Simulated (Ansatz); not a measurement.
# SiPH5 (SMILES [SiH3]P): levels of theory compared

We compute a comparison of 6 runs (HF/STO-3G, BLYP/STO-3G, PBE0/STO-3G, UPBE/STO-3G, wB97M-V/STO-3G, CCSDT(Q)/STO-3G) of SiPH5. 

The results are computed with Ansatz 0.2.0.

50 further runs of the same task are left out: 50 set aside as unsound or not needed.

### 1 Starting point

SiPH5: 7 atoms, total charge 0, spin state singlet. As SMILES, `[SiH3]P`. The H4–Si1 distance was set to 2.924 Å, away from the relaxed value. At this shape a bond of the SMILES string is far longer than usual.

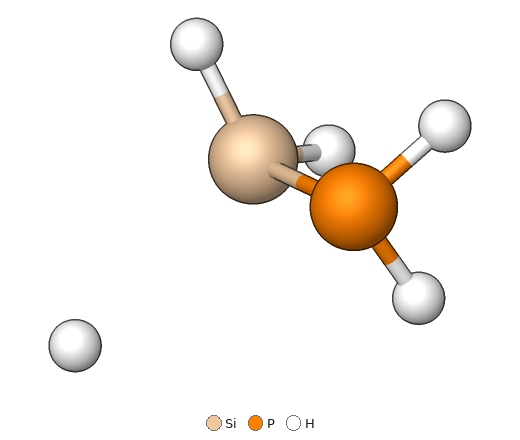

Viewed from a chosen angle; silicon light orange, phosphorus orange, hydrogen white.

### 2 The energy at HF/STO-3G (run 1)

molecule.yaml

```yaml
crystal:
  periodic: [false, false, false]
  atoms:
    - {symbol: Si, position_ang: [-0.982732, 0.821201, 0.392771]}
    - {symbol: P, position_ang: [0.719408, 1.173631, 1.796371]}
    - {symbol: H, position_ang: [-2.167402, 0.579811, 1.215031]}
    - {symbol: H, position_ang: [-0.298920, -1.544330, -1.184630]}
    - {symbol: H, position_ang: [-1.232412, 1.951661, -0.504969]}
    - {symbol: H, position_ang: [0.322778, 2.442991, 2.175811]}
    - {symbol: H, position_ang: [1.587858, 1.671541, 0.841751]}
basis:
  gaussian: {orbitals: STO-3G}
hamiltonian: {xc: hf}
accuracy: high
```

Launch:

```sh
$ ansatz run molecule.yaml --threads 1 --pin off --max-ram 2610MiB --events-out events.jsonl --progress --plain --runs-dir runs
```

Standard output:

```text
Warning: RAYON_NUM_THREADS=1 ignored (pool sized by the plan → 1); use --threads N
Functional definition: HF
  name "HF"
  exchange = exact_x
  correlation = 0
413 factors; integrals over basis functions are off by at most 6.0e-9 eV
mean field evaluation 1: about -17006.8874 eV, gradient 1.7e1 eV
mean field evaluation 2: about -17006.9032 eV, gradient 1.7e1 eV
mean field evaluation 4: about -17010.6967 eV, gradient 1.9e0 eV
mean field evaluation 8: about -17010.7161 eV, gradient 2.0e-2 eV
mean field -17010.71609084 eV, -625.1322860608 hartree, gradient 2.2e-8 eV, S^2 0.000000; 0 other end points of the search recorded, 0 dependent functions left out
reference -17010.71609084 eV, -625.1322860608 hartree; 17, 17 occupied and 6, 6 virtual orbitals, 413 factors
Total energy: -17010.71609084 eV, -625.1322860608 hartree
```

Wall time 0.22 s (1 thread of Arm Neoverse V1, shared host).

### 3 The energy at BLYP/STO-3G (run 2)

job.yaml

```yaml
crystal:
  periodic: [false, false, false]
  atoms:
    - {symbol: Si, position_ang: [-0.982732, 0.821201, 0.392771]}
    - {symbol: P, position_ang: [0.719408, 1.173631, 1.796371]}
    - {symbol: H, position_ang: [-2.167402, 0.579811, 1.215031]}
    - {symbol: H, position_ang: [-0.298920, -1.544330, -1.184630]}
    - {symbol: H, position_ang: [-1.232412, 1.951661, -0.504969]}
    - {symbol: H, position_ang: [0.322778, 2.442991, 2.175811]}
    - {symbol: H, position_ang: [1.587858, 1.671541, 0.841751]}
basis:
  gaussian:
    orbitals: STO-3G
hamiltonian:
  xc: {name: BLYP}
magnetization:
  spin_polarized: false
accuracy: high
```

Launch:

```sh
$ ansatz run job.yaml --threads 1 --pin off --max-ram 2610MiB --events-out events.jsonl --progress --plain --runs-dir runs
```

Standard output:

```text
Warning: RAYON_NUM_THREADS=1 ignored (pool sized by the plan → 1); use --threads N
Functional definition: BLYP
  name "BLYP"
  parameter beta = 0.0042
  parameter a = 0.04918
  parameter b = 0.132
  parameter c = 0.2533
  parameter d = 0.349
  exchange = b88_x(beta = beta)
  correlation = lyp_c(a = a, b = b, c = c, d = d)
413 factors; integrals over basis functions are off by at most 6.0e-9 eV
mean field evaluation 1: about -17035.9220 eV, gradient 2.7e1 eV
mean field evaluation 2: about -17026.4254 eV, gradient 3.6e1 eV
mean field evaluation 4: about -17042.0216 eV, gradient 1.4e1 eV
mean field evaluation 8: about -17042.6920 eV, gradient 1.0e1 eV
mean field evaluation 16: about -17043.3361 eV, gradient 7.0e-7 eV
mean field -17043.33609336 eV, -626.3310490427 hartree, gradient 2.6e-8 eV, S^2 0.000000; 0 other end points of the search recorded, 0 dependent functions left out
reference -17043.33613616 eV, -626.3310506157 hartree; 17, 17 occupied and 6, 6 virtual orbitals, 413 factors
Total energy: -17043.33613616 eV, -626.3310506157 hartree
```

Wall time 1.6 s (1 thread of Arm Neoverse V1, shared host); peak memory 0.1 GiB.

Runs 3 to 5 aren't shown in full; the table further down has their settings and results.

### 4 A single-point energy at CCSDT(Q)/STO-3G (run 6)

molecule.yaml

```yaml
basis:
  gaussian:
    orbitals: STO-3G
crystal:
  periodic: [false, false, false]
  atoms:
    - symbol: Si
      position_ang: [-0.982732, 0.821201, 0.392771]
    - symbol: P
      position_ang: [0.719408, 1.173631, 1.796371]
    - symbol: H
      position_ang: [-2.167402, 0.579811, 1.215031]
    - symbol: H
      position_ang: [-0.298920, -1.544330, -1.184630]
    - symbol: H
      position_ang: [-1.232412, 1.951661, -0.504969]
    - symbol: H
      position_ang: [0.322778, 2.442991, 2.175811]
    - symbol: H
      position_ang: [1.587858, 1.671541, 0.841751]
total_charge: 0
correlation:
  method: ccsdt_q
  frozen_orbitals: {H: 0, P: 5, Si: 5}
accuracy: high
scf:
  omitted_lower_state_checks: [cluster_reference, increment]
```

Launch:

```sh
$ ansatz run molecule.yaml --threads 1 --pin off --max-ram 2610MiB --events-out events.jsonl --progress --plain --runs-dir runs
```

Standard output:

```text
Warning: RAYON_NUM_THREADS=1 ignored (pool sized by the plan → 1); use --threads N
[... 11 lines left out ...]
10 core orbitals not correlated: weight in the atoms' cores, before any rotation towards them, 1.000 or more for the frozen orbitals, at most 0.000 for the correlated occupied ones
[... 32 lines left out ...]
WARN: these amplitudes may be one of several solutions (largest doubles amplitude 0.65, level shift 8.15 eV)
Total energy: -17017.00418777 eV, -625.3633693609 hartree
Checks for a lower state left out: cluster_reference, increment
```

Run time: 0.46 s. Hardware: 1 thread of Arm Neoverse V1, shared host.

### 5 The series

```
run            level  frozen core orbitals  energy (Eh)  wall time
  1        HF/STO-3G                     –  -625.132286     0.22 s
  2      BLYP/STO-3G                     –  -626.331051      1.6 s
  3      PBE0/STO-3G                     –  -626.141670      1.7 s
  4      UPBE/STO-3G                     –  -626.080192        6 s
  5   wB97M-V/STO-3G                     –  -626.416560       29 s
  6  CCSDT(Q)/STO-3G                    10  -625.363369     0.46 s
```

### 6 Results

```
                                           quantity          value
                                run 6: total energy  -625.36337 Eh
run 6: correlation energy (10 core orbitals frozen)     -231.1 mEh
                               run 6: T1 diagnostic          0.030
```

What this shows: Totals of different functionals can't be ranked against each other. In run 6 the log says that unrestricted orbitals would lower the reference, so the values rest on an unstable closed-shell determinant (other closed-shell runs at this shape may share the fault). In runs 1, 2, 3, 4, 5, 6 the basis is minimal, so the values are rough. In runs 1, 2, 3, 5 a closed-shell determinant meets a far-stretched bond, which it describes badly. Spin contamination of the reference: run 4 ⟨S²⟩ = 0.77. Where it is this large, the reference is a mixture of spin states, and values that rest on it are in doubt. All runs together took 39 s, the longest 29 s.
